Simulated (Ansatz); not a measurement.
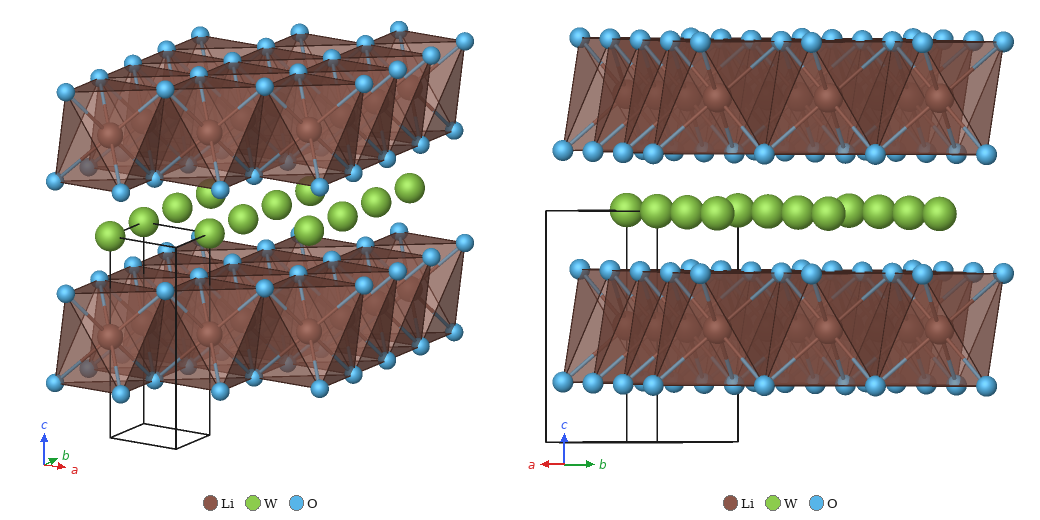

Polyhedra are drawn about Li (bonds: Li–O below 2.4 Å); other atoms are plain spheres. Two views of the same piece.

The compound is LiWO2 (space group P-3m1, No. 164), taken as the end point of a relaxation with Ansatz 0.2.0, DFT PBE, scalar-relativistic, plane waves, PAW; the starting structure was generated, so it need not be a known form of this composition.

Sharing among the drawn polyhedra:

```
site       polyhedron  corner-sharing neighbours  edge-sharing  face-sharing  bond (Å)
  Li  LiO6 octahedron                          0             6             0      2.09
```

They form layers of edge-sharing octahedra parallel to (001). Their corner atoms also have W as close neighbours (those links are not drawn).
